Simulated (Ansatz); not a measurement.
# Sn2Rh3S2: pressure series

Base system: Sn2Rh3S2 (space group R-3m, No. 166; a cell from a computed database, its experimental status unchecked).

```cif
data_Rh3S2Sn2
_chemical_formula_sum 'Sn2 Rh3 S2'
_space_group_name_H-M_alt 'P 1'
_space_group_IT_number 1
_cell_length_a 5.49022
_cell_length_b 5.49022
_cell_length_c 5.49022
_cell_angle_alpha 61.677
_cell_angle_beta 61.677
_cell_angle_gamma 61.677
loop_
_space_group_symop_operation_xyz
  'x, y, z'
loop_
_atom_site_label
_atom_site_type_symbol
_atom_site_fract_x
_atom_site_fract_y
_atom_site_fract_z
_atom_site_occupancy
Sn1 Sn 0.00000 0.00000 0.00000 1
Sn2 Sn 0.50000 0.50000 0.50000 1
Rh1 Rh 0.00000 0.00000 0.50000 1
Rh2 Rh 0.50000 0.00000 0.00000 1
Rh3 Rh 0.00000 0.50000 0.00000 1
S1 S 0.28856 0.28856 0.28856 1
S2 S 0.71144 0.71144 0.71144 1
```

Cell and atoms are relaxed at each pressure.

Method: PBEsol/PAW in Ansatz (a quantum-chemistry and plane-wave program), no spin-orbit coupling.

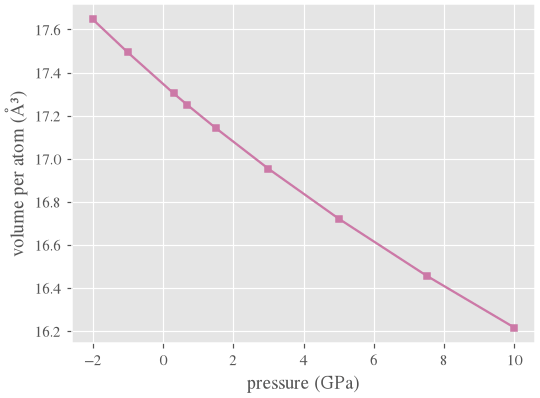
Fig. 1. Volume against pressure

Q: Estimate the zero-pressure bulk modulus from the plot.

A: About 120 GPa; a third-order Birch–Murnaghan fit to the points gives V₀ = 17.35 Å³/atom, B₀ = 123 GPa and B₀′ = 5.7.

Load acts through the strain it causes; cell and atoms are relaxed under it. No phonon test of stability was made. No other phases were tried under pressure. The final runs are not spin-polarised. An odd electron count without spin: Sn2Rh3S2. Sn2Rh3S2 has a high density of states at the Fermi level and may be magnetic at this level.
